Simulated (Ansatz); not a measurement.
SiNH$_{5}$ClO$_{2}$: geometry relaxation (part 3 of 3)

SiNH$_{5}$ClO$_{2}$, multiplicity 2; UHF/def2-SVP (Ansatz 0.2.0). The run did not end well. It belongs to a series of runs on one base structure; here: end point A relaxed.

Geometry of the input (Å):
```
Si -0.1040  -0.1438  -0.1452
Cl -0.0590  -0.2909  1.9606
O  1.4268  -0.1716  -0.6803
H  2.1353  -0.4680  -0.1291
O  -0.7559  1.2732  -0.6040
H  -1.6911  1.4062  -0.5908
H  -0.9019  -1.2774  -0.6171
N  0.3802  -0.2599  4.8690
H  -0.6211  -0.4347  4.8707
H  0.4473  0.7345  4.6732
```

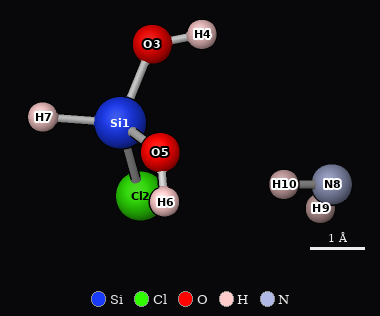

Figure 1. The geometry at step 37 of the log (ball-and-stick view, seen at a tilt; atoms are numbered from 1 in the order of the input).

**Trajectory as extended XYZ, continued**
```
10
Properties=species:S:1:pos:R:3:forces:R:3 step=23 energy=-25992.85201
Si   -0.1632   -0.3046   -0.3206   -0.0110  -0.0205  -0.0040
Cl   -0.6141   -0.5117    1.7012   -0.0033   0.0081  -0.0071
O     1.4242   -0.5040   -0.5871    0.0118   0.0103   0.0097
H     2.0485    0.1736   -0.3765   -0.0079  -0.0041  -0.0027
O    -0.5907    1.2053   -0.7653    0.0013  -0.0038   0.0126
H    -1.3638    1.6308   -0.4297    0.0021   0.0029  -0.0001
H    -0.8842   -1.3608   -1.0203    0.0031   0.0051  -0.0101
N     0.2572    0.2568    5.4563   -0.0404  -0.0856  -0.1035
H    -0.2780   -0.6094    5.4886    0.0598   0.0966   0.0077
H     0.4209    0.3916    4.4605   -0.0155  -0.0090   0.0974
10
Properties=species:S:1:pos:R:3:forces:R:3 step=24 energy=-25992.85197 accepted=F
Si   -0.1644   -0.3049   -0.3225   -0.0015  -0.0181  -0.0095
Cl   -0.6173   -0.5107    1.6988   -0.0077   0.0099  -0.0021
O     1.4236   -0.5026   -0.5858    0.0029  -0.0097   0.0025
H     2.0471    0.1735   -0.3702    0.0072   0.0123   0.0009
O    -0.5938    1.2040   -0.7692    0.1014  -0.0695  -0.0230
H    -1.3587    1.6305   -0.4222   -0.1068   0.0711   0.0421
H    -0.8823   -1.3625   -1.0226    0.0005   0.0021  -0.0126
N     0.2600    0.2568    5.4537   -0.0362  -0.0748  -0.0854
H    -0.2767   -0.6081    5.4896    0.0562   0.0893   0.0020
H     0.4192    0.3916    4.4575   -0.0161  -0.0126   0.0852
10
Properties=species:S:1:pos:R:3:forces:R:3 step=25 energy=-25992.85238
Si   -0.1637   -0.3061   -0.3215    0.0014   0.0063   0.0019
Cl   -0.6159   -0.5101    1.7001   -0.0078  -0.0062  -0.0042
O     1.4244   -0.5043   -0.5856    0.0036  -0.0023   0.0034
H     2.0477    0.1742   -0.3755   -0.0044   0.0019   0.0005
O    -0.5902    1.2047   -0.7639   -0.0050  -0.0002   0.0019
H    -1.3635    1.6301   -0.4283    0.0071  -0.0003  -0.0011
H    -0.8835   -1.3606   -1.0247    0.0011  -0.0012  -0.0038
N     0.2584    0.2567    5.4550   -0.0038  -0.0147  -0.0197
H    -0.2762   -0.6072    5.4908    0.0088   0.0139   0.0106
H     0.4192    0.3901    4.4606   -0.0011   0.0027   0.0106
10
Properties=species:S:1:pos:R:3:forces:R:3 step=26 energy=-25992.85336
Si   -0.1663   -0.3069   -0.3321    0.0053   0.0037   0.0080
Cl   -0.6542   -0.5326    1.6793   -0.0047  -0.0035  -0.0050
O     1.4264   -0.5013   -0.5714   -0.0123  -0.0111   0.0019
H     2.0451    0.1765   -0.3465    0.0003   0.0077   0.0032
O    -0.5861    1.2085   -0.7655    0.0007  -0.0063  -0.0001
H    -1.3612    1.6322   -0.4324   -0.0007   0.0041   0.0003
H    -0.8745   -1.3550   -1.0566    0.0071   0.0041  -0.0074
N     0.3029    0.2593    5.4482   -0.0376  -0.0579  -0.1461
H    -0.2568   -0.5859    5.5458    0.0547   0.0793  -0.0044
H     0.3815    0.3726    4.4383   -0.0128  -0.0200   0.1495
10
Properties=species:S:1:pos:R:3:forces:R:3 step=27 energy=-25992.85359
Si   -0.1706   -0.3081   -0.3419    0.0213   0.0033   0.0074
Cl   -0.7063   -0.5624    1.6548    0.0002  -0.0004  -0.0213
O     1.4279   -0.4976   -0.5474   -0.0279  -0.0113   0.0068
H     2.0403    0.1797   -0.3040   -0.0058   0.0041   0.0038
O    -0.5812    1.2132   -0.7641    0.0115  -0.0204   0.0020
H    -1.3585    1.6349   -0.4345   -0.0158   0.0135   0.0042
H    -0.8608   -1.3465   -1.0979    0.0120   0.0103   0.0003
N     0.3486    0.2689    5.4276   -0.1249  -0.1508  -0.2855
H    -0.2272   -0.5553    5.6076    0.1335   0.1872  -0.0458
H     0.3445    0.3406    4.4068   -0.0040  -0.0354   0.3282
10
Properties=species:S:1:pos:R:3:forces:R:3 step=28 energy=-25992.85573
Si   -0.1703   -0.3070   -0.3407    0.0259   0.0106  -0.0044
Cl   -0.7148   -0.5658    1.6520   -0.0100  -0.0044  -0.0027
O     1.4289   -0.4958   -0.5390   -0.0250  -0.0163   0.0009
H     2.0397    0.1816   -0.2924    0.0024   0.0106   0.0073
O    -0.5797    1.2149   -0.7617    0.0178  -0.0240  -0.0012
H    -1.3575    1.6361   -0.4332   -0.0226   0.0179   0.0067
H    -0.8560   -1.3439   -1.1019    0.0048   0.0035  -0.0055
N     0.3698    0.2670    5.4031   -0.0607  -0.0591  -0.1181
H    -0.2154   -0.5335    5.6340    0.0536   0.0669  -0.0100
H     0.3120    0.3139    4.3870    0.0140  -0.0056   0.1270
10
Properties=species:S:1:pos:R:3:forces:R:3 step=29 energy=-25992.85693
Si   -0.1749   -0.3057   -0.3440    0.0088   0.0011  -0.0094
Cl   -0.7642   -0.5926    1.6319   -0.0046   0.0021   0.0015
O     1.4278   -0.4941   -0.5107   -0.0056  -0.0006   0.0087
H     2.0336    0.1807   -0.2450   -0.0055   0.0008   0.0027
O    -0.5748    1.2215   -0.7552    0.0100  -0.0206   0.0091
H    -1.3582    1.6403   -0.4363   -0.0107   0.0114   0.0027
H    -0.8443   -1.3328   -1.1321    0.0027   0.0030  -0.0125
N     0.3590    0.3090    5.3747   -0.1069  -0.1722  -0.1801
H    -0.1692   -0.5131    5.6674    0.0916   0.1409  -0.0164
H     0.3221    0.2543    4.3563    0.0203   0.0341   0.1937
10
Properties=species:S:1:pos:R:3:forces:R:3 step=30 energy=-25992.85844
Si   -0.1789   -0.3061   -0.3466    0.0135   0.0101  -0.0045
Cl   -0.8053   -0.6154    1.6146   -0.0056  -0.0030  -0.0025
O     1.4268   -0.4935   -0.4845   -0.0045  -0.0002   0.0069
H     2.0274    0.1791   -0.2016   -0.0094  -0.0018   0.0022
O    -0.5698    1.2265   -0.7461    0.0056  -0.0212   0.0069
H    -1.3575    1.6430   -0.4344   -0.0067   0.0095   0.0019
H    -0.8333   -1.3226   -1.1609    0.0028   0.0033  -0.0071
N     0.3611    0.3327    5.3401   -0.1089  -0.2026  -0.0546
H    -0.1285   -0.4894    5.6971    0.1114   0.1878  -0.0757
H     0.3148    0.2130    4.3293    0.0017   0.0181   0.1267
10
Properties=species:S:1:pos:R:3:forces:R:3 step=31 energy=-25992.86004
Si   -0.1825   -0.3078   -0.3496    0.0243   0.0111   0.0054
Cl   -0.8477   -0.6446    1.5954   -0.0020  -0.0049  -0.0222
O     1.4262   -0.4928   -0.4572   -0.0084   0.0099   0.0108
H     2.0207    0.1765   -0.1533   -0.0245  -0.0160  -0.0033
O    -0.5650    1.2311   -0.7333   -0.0098  -0.0173   0.0097
H    -1.3581    1.6438   -0.4298    0.0068   0.0022  -0.0030
H    -0.8204   -1.3115   -1.1937    0.0097   0.0122   0.0085
N     0.3902    0.3395    5.3091   -0.1132  -0.1956  -0.0535
H    -0.0959   -0.4622    5.7144    0.1111   0.1833  -0.0970
H     0.2891    0.1954    4.3052    0.0061   0.0151   0.1447
10
Properties=species:S:1:pos:R:3:forces:R:3 step=33 energy=-25992.86277
Si   -0.1855   -0.3078   -0.3455    0.0435   0.0128   0.0048
Cl   -0.9182   -0.6979    1.5650   -0.0100  -0.0081  -0.0193
O     1.4261   -0.4909   -0.4015   -0.0186   0.0125   0.0090
H     2.0091    0.1698   -0.0585   -0.0262  -0.0192  -0.0035
O    -0.5548    1.2412   -0.6997   -0.0190  -0.0164   0.0096
H    -1.3578    1.6463   -0.4121    0.0127   0.0003  -0.0046
H    -0.7936   -1.2879   -1.2381    0.0099   0.0135   0.0095
N     0.4519    0.3468    5.2125   -0.1838  -0.2319  -0.1814
H    -0.0150   -0.3922    5.7403    0.1062   0.1627  -0.0954
H     0.1944    0.1401    4.2446    0.0855   0.0738   0.2713
10
Properties=species:S:1:pos:R:3:forces:R:3 step=34 energy=-25992.86469
Si   -0.1860   -0.3075   -0.3462    0.0254  -0.0020   0.0011
Cl   -0.9407   -0.7143    1.5524   -0.0018   0.0015  -0.0135
O     1.4260   -0.4891   -0.3881   -0.0220   0.0117   0.0119
H     2.0049    0.1698   -0.0352   -0.0181  -0.0141  -0.0002
O    -0.5540    1.2432   -0.6942   -0.0117  -0.0148   0.0125
H    -1.3598    1.6459   -0.4112    0.0088   0.0010  -0.0033
H    -0.7849   -1.2826   -1.2501    0.0120   0.0134  -0.0003
N     0.4790    0.3355    5.1934   -0.1194  -0.1429  -0.0203
H    -0.0092   -0.3693    5.7461    0.0873   0.1218  -0.0887
H     0.1812    0.1360    4.2400    0.0395   0.0245   0.1009
10
Properties=species:S:1:pos:R:3:forces:R:3 step=35 energy=-25992.86479
Si   -0.1863   -0.3075   -0.3462    0.0247  -0.0016   0.0020
Cl   -0.9427   -0.7145    1.5516   -0.0027   0.0013  -0.0124
O     1.4258   -0.4892   -0.3864   -0.0211   0.0105   0.0105
H     2.0042    0.1696   -0.0326   -0.0167  -0.0128   0.0004
O    -0.5539    1.2432   -0.6943   -0.0111  -0.0148   0.0119
H    -1.3598    1.6460   -0.4120    0.0081   0.0013  -0.0031
H    -0.7842   -1.2825   -1.2508    0.0116   0.0128  -0.0010
N     0.4802    0.3353    5.1923   -0.1160  -0.1386  -0.0183
H    -0.0079   -0.3685    5.7460    0.0851   0.1184  -0.0864
H     0.1813    0.1355    4.2395    0.0383   0.0235   0.0965
10
Properties=species:S:1:pos:R:3:forces:R:3 step=36 energy=-25992.86855
Si   -0.2027   -0.3084   -0.3320    0.0114  -0.0523   0.0427
Cl   -1.1063   -0.7531    1.4986    0.0760   0.0372  -0.0994
O     1.4098   -0.4939   -0.2567   -0.0592   0.0691   0.0616
H     1.9612    0.1547    0.1580   -0.0707  -0.0693  -0.0427
O    -0.5434    1.2485   -0.6780   -0.0362   0.0132   0.0367
H    -1.3637    1.6522   -0.4393    0.0412  -0.0198  -0.0108
H    -0.7361   -1.2620   -1.3000    0.0397   0.0236   0.0289
N     0.5248    0.3641    5.0959   -0.0089  -0.0407   0.0799
H     0.0866   -0.3306    5.6974    0.0358   0.0604  -0.0600
H     0.2267    0.0960    4.1632   -0.0291  -0.0213  -0.0368
10
Properties=species:S:1:pos:R:3:forces:R:3 step=37 energy=-25992.87090
Si   -0.2133   -0.3083   -0.3156    0.1483  -0.0500   0.1165
Cl   -1.1904   -0.7528    1.4797    0.0688   0.0260  -0.1498
O     1.3964   -0.4968   -0.1601   -0.1299   0.1177   0.0479
H     1.9274    0.1468    0.2905   -0.1231  -0.1178  -0.0813
O    -0.5359    1.2507   -0.6685   -0.0931   0.0383   0.0326
H    -1.3641    1.6571   -0.4606    0.0902  -0.0449  -0.0205
H    -0.7004   -1.2550   -1.3162    0.0397   0.0322   0.0725
N     0.5846    0.3536    4.9940   -0.1158  -0.1363  -0.0854
H     0.1621   -0.2880    5.6638    0.0562   0.0888  -0.0968
H     0.1902    0.0601    4.1000    0.0587   0.0459   0.1643
10
Properties=species:S:1:pos:R:3:forces:R:3 step=38 energy=-25992.87223
Si   -0.2116   -0.3044   -0.3012    0.1087  -0.0756   0.0725
Cl   -1.2151   -0.7615    1.4728    0.0403   0.0319  -0.0874
O     1.3941   -0.4929   -0.1250   -0.0966   0.0988   0.0360
H     1.9183    0.1484    0.3350   -0.0891  -0.0904  -0.0582
O    -0.5319    1.2546   -0.6553   -0.0725   0.0279   0.0306
H    -1.3627    1.6593   -0.4564    0.0677  -0.0333  -0.0159
H    -0.6844   -1.2534   -1.3056    0.0378   0.0408   0.0398
N     0.6241    0.3281    4.9222   -0.3367  -0.3082  -0.1059
H     0.1907   -0.2461    5.6504    0.1495   0.1933  -0.2299
H     0.1351    0.0354    4.0702    0.1910   0.1149   0.3183
10
Properties=species:S:1:pos:R:3:forces:R:3 step=39 energy=-25992.87576
Si   -0.2110   -0.3048   -0.2950    0.1048  -0.0455   0.0909
Cl   -1.2361   -0.7691    1.4662    0.0461   0.0183  -0.1129
O     1.3925   -0.4894   -0.1003   -0.0928   0.0832   0.0314
H     1.9092    0.1493    0.3718   -0.0864  -0.0879  -0.0520
O    -0.5307    1.2561   -0.6418   -0.0708   0.0326   0.0187
H    -1.3651    1.6568   -0.4508    0.0628  -0.0301  -0.0135
H    -0.6676   -1.2453   -1.3148    0.0293   0.0285   0.0561
N     0.6561    0.2960    4.8670   -0.2242  -0.1872   0.0873
H     0.2103   -0.1970    5.6440    0.1388   0.1438  -0.2027
H     0.0991    0.0150    4.0608    0.0925   0.0443   0.0968
10
Properties=species:S:1:pos:R:3:forces:R:3 step=40 energy=-25992.87685
Si   -0.2098   -0.3052   -0.2917    0.0906  -0.0465   0.0655
Cl   -1.2350   -0.7799    1.4655    0.0430   0.0151  -0.0964
O     1.3935   -0.4918   -0.1015   -0.0855   0.0715   0.0354
H     1.9110    0.1426    0.3748   -0.0728  -0.0742  -0.0426
O    -0.5296    1.2575   -0.6293   -0.0615   0.0351   0.0174
H    -1.3639    1.6570   -0.4359    0.0545  -0.0257  -0.0113
H    -0.6669   -1.2395   -1.3165    0.0243   0.0235   0.0500
N     0.6494    0.3043    4.8547   -0.1797  -0.1559   0.0772
H     0.2146   -0.1912    5.6349    0.1136   0.1212  -0.1702
H     0.0934    0.0137    4.0521    0.0735   0.0358   0.0751
10
Properties=species:S:1:pos:R:3:forces:R:3 step=41 energy=-25992.88426
Si   -0.2082   -0.3082   -0.2509   -0.0354  -0.0275  -0.0488
Cl   -1.2901   -0.8913    1.4373    0.0489   0.0321  -0.0616
O     1.3859   -0.5064   -0.0282    0.0740   0.1215   0.1448
H     1.8869    0.0884    0.5148   -0.1008  -0.1202  -0.0991
O    -0.5218    1.2729   -0.5066   -0.0006  -0.0572   0.0243
H    -1.3634    1.6576   -0.3202   -0.0024   0.0021   0.0008
H    -0.6281   -1.1854   -1.3414    0.0124   0.0519   0.0574
N     0.6636    0.3329    4.6901    0.0394   0.0135   0.0953
H     0.2315   -0.1033    5.5017    0.0249   0.0287  -0.0780
H     0.1004    0.0104    3.9106   -0.0604  -0.0450  -0.0352
10
Properties=species:S:1:pos:R:3:forces:R:3 step=42 energy=-25992.88971
Si   -0.2073   -0.3086   -0.2130   -0.0491   0.0516  -0.0162
Cl   -1.3507   -0.9638    1.4112    0.0542   0.0349  -0.1187
O     1.3754   -0.5157    0.0711    0.1843   0.2101   0.2628
H     1.8505    0.0459    0.6759   -0.2131  -0.2281  -0.2413
O    -0.5118    1.2859   -0.4058   -0.0084  -0.1653   0.0086
H    -1.3631    1.6585   -0.2393    0.0009   0.0052   0.0008
H    -0.5814   -1.1379   -1.3609    0.0232   0.0954   0.1240
N     0.6671    0.3677    4.4982   -0.2311  -0.2235   0.1067
H     0.3127   -0.0110    5.3821    0.1113   0.1330  -0.3761
H     0.0652   -0.0535    3.7877    0.1277   0.0867   0.2494
10
Properties=species:S:1:pos:R:3:forces:R:3 step=43 energy=-25992.88592 accepted=F
Si   -0.1989   -0.3045   -0.1787   -0.1076   0.0713  -0.0456
Cl   -1.3938   -1.0335    1.3782    0.0667   0.0654  -0.1299
O     1.3741   -0.5154    0.1439    0.2196   0.2145   0.3130
H     1.8250    0.0176    0.7928   -0.2189  -0.2390  -0.2583
O    -0.5060    1.2970   -0.3204    0.0024  -0.2432   0.0154
H    -1.3652    1.6563   -0.1673   -0.0144   0.0127   0.0008
H    -0.5365   -1.0938   -1.3673    0.0324   0.1207   0.1397
N     0.7035    0.3226    4.3119   -0.9328  -0.5611   0.2507
H     0.3998    0.1233    5.2839    0.2583   0.1714  -0.8871
H    -0.0453   -0.1022    3.7303    0.6944   0.3872   0.6013
10
Properties=species:S:1:pos:R:3:forces:R:3 step=45 energy=-25992.91038
Si   -0.2035   -0.3018   -0.1809    0.0378   0.0306   0.0243
Cl   -1.4182   -0.9910    1.3691   -0.0100  -0.0032  -0.0324
O     1.3642   -0.5069    0.1763   -0.0128  -0.0064   0.0015
H     1.8009    0.0376    0.8148   -0.0148  -0.0072   0.0299
O    -0.5110    1.2905   -0.3605   -0.0397  -0.0298  -0.0052
H    -1.3726    1.6528   -0.2274    0.0161   0.0048  -0.0023
H    -0.5197   -1.1061   -1.3565    0.0074   0.0151   0.0254
N     0.7121    0.3157    4.3300   -0.3449  -0.2362   0.1030
H     0.4240    0.0884    5.2857    0.1316   0.0992  -0.3071
H    -0.0194   -0.1116    3.7566    0.2293   0.1330   0.1631
10
Properties=species:S:1:pos:R:3:forces:R:3 step=46 energy=-25992.92571
Si   -0.1999   -0.2939   -0.1511    0.0192  -0.0563   0.0165
Cl   -1.4842   -1.0246    1.3265    0.0407   0.0499  -0.0308
O     1.3539   -0.4973    0.2657   -0.0183   0.0906   0.0947
H     1.7597    0.0315    0.9409   -0.0831  -0.0930  -0.0474
O    -0.5130    1.2979   -0.3241   -0.0522  -0.0181   0.0226
H    -1.3822    1.6523   -0.2196    0.0329  -0.0077  -0.0070
H    -0.4703   -1.0867   -1.3470    0.0441   0.0410   0.0198
N     0.7509    0.2603    4.1988   -0.5597  -0.2558   0.3339
H     0.5075    0.1661    5.1954    0.2038   0.0808  -0.5909
H    -0.0659   -0.1381    3.7218    0.3726   0.1687   0.1887
10
Properties=species:S:1:pos:R:3:forces:R:3 step=47 energy=-25992.94114
Si   -0.1971   -0.2910   -0.1263    0.1645   0.0397   0.1937
Cl   -1.5262   -1.0187    1.3132   -0.0178  -0.0365  -0.1058
O     1.3365   -0.4921    0.3651   -0.0270   0.1034   0.0420
H     1.7012    0.0175    1.0794   -0.1388  -0.1218  -0.0636
O    -0.5134    1.3015   -0.2860   -0.0899   0.0270  -0.0549
H    -1.3898    1.6482   -0.2173    0.0718  -0.0246  -0.0019
H    -0.4014   -1.0610   -1.3514   -0.0016   0.0150   0.0851
N     0.7367    0.2455    4.0381   -0.8765  -0.4461   0.7060
H     0.6461    0.2321    5.0752    0.1354   0.0368  -1.0755
H    -0.1358   -0.2146    3.7173    0.7801   0.4071   0.2749
10
Properties=species:S:1:pos:R:3:forces:R:3 step=48 energy=-25992.97981
Si   -0.1892   -0.2760   -0.0904    0.0865  -0.1095   0.1081
Cl   -1.5796   -1.0509    1.2644    0.0152   0.0668  -0.0227
O     1.3278   -0.4755    0.4456   -0.0902   0.0621  -0.0553
H     1.6631    0.0240    1.1782   -0.0864  -0.0615   0.1037
O    -0.5074    1.3143   -0.2674   -0.0640   0.0075   0.0182
H    -1.3862    1.6578   -0.2260    0.0321  -0.0163  -0.0043
H    -0.3613   -1.0533   -1.3130    0.0557   0.0410  -0.0201
N     0.7255    0.1775    3.9108   -0.7543  -0.2218   0.8368
H     0.7656    0.3084    4.9416    0.0291  -0.1095  -1.0325
H    -0.2016   -0.2588    3.7634    0.7762   0.3413   0.0680
10
Properties=species:S:1:pos:R:3:forces:R:3 step=49 energy=-25993.03029
Si   -0.1864   -0.2767   -0.0641    0.1754   0.0384   0.2487
Cl   -1.6273   -1.0482    1.2385   -0.0221  -0.0361  -0.0864
O     1.3016   -0.4745    0.5479   -0.0427   0.0473  -0.0797
H     1.5824   -0.0062    1.3254   -0.1610  -0.0792   0.0647
O    -0.5096    1.3148   -0.2225   -0.0739   0.0478  -0.0687
H    -1.3927    1.6497   -0.2211    0.0500  -0.0261   0.0041
H    -0.2835   -1.0221   -1.3164   -0.0008   0.0030   0.0510
N     0.6987    0.1996    3.7734   -0.5785  -0.3458   0.8683
H     0.8783    0.3360    4.7854   -0.0774  -0.0627  -0.9164
H    -0.2049   -0.3048    3.7606    0.7311   0.4135  -0.0855
10
Properties=species:S:1:pos:R:3:forces:R:3 step=50 energy=-25993.06839
Si   -0.1861   -0.2694   -0.0273    0.3574  -0.0284   0.2549
Cl   -1.6892   -1.0700    1.1870   -0.0128  -0.0257  -0.0843
O     1.2683   -0.4602    0.6662   -0.1086   0.1892  -0.0001
H     1.4833   -0.0308    1.4939   -0.2279  -0.2713  -0.1520
O    -0.5189    1.3213   -0.1799   -0.1614   0.1003  -0.0634
H    -1.4064    1.6450   -0.2224    0.1132  -0.0528  -0.0027
H    -0.2062   -0.9947   -1.2995   -0.0180   0.0358   0.1246
N     0.7689    0.1010    3.6498   -0.9002   0.0357   1.1880
H     0.9375    0.4056    4.6288    0.0653  -0.2424  -0.9895
H    -0.1947   -0.2804    3.7105    0.8930   0.2597  -0.2754
```

**What the run reported**

- outcome: not converged
- wall time: 1.7 min (CPU time 3.3 min)
- peak memory: 0.27 GiB

**Diagnosis**

The run did not converge: “geometry relaxation did not converge after 50 steps: max|allowed force component| = 1.19e0 eV/Å (threshold 3.0e-2). Raise `relax.max_steps` over both its present limit and 50, loosen `relax.f_tol`, or start from a geometry closer to equilibrium …” Its last values are not results.
